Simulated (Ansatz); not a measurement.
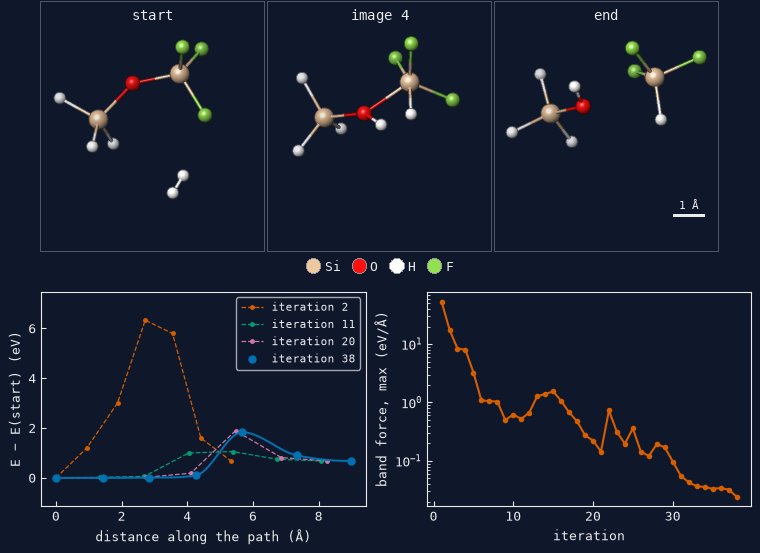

NEB run on Si2H5OF3, made up at the start of Si₂H₃OF₃ and H₂. Images are numbered from 0 (start) to 6 (end). The plot follows the band through its iterations. Style: ball-and-stick. Shown at a tilt.

Theory: Ansatz 0.2.0, RKS PBE/def2-SVP. Run with 5 movable images; climbing image; force threshold 0.03 eV/Å; iteration limit 60; starting path by straight interpolation.

### How did the profile develop, and is the result final?

The run is converged, with reservations. The band converged in 38 iterations. The largest component of the band force went from 54 to 0.024 eV/Å. The climbing image converged on the top of the path. Its curvatures weren't checked. The straight starting path can push atoms close together and costs iterations. The first iteration put the highest image at 16.42 eV. Forward barrier 1.83 eV, backward barrier 1.15 eV, with image 4 at the top; the reaction energy is +0.68 eV.

Limits of the set-up: the start holds two separate molecules, 2.5 Å apart at their closest, whose relative position is a soft coordinate and is computed without a dispersion correction.
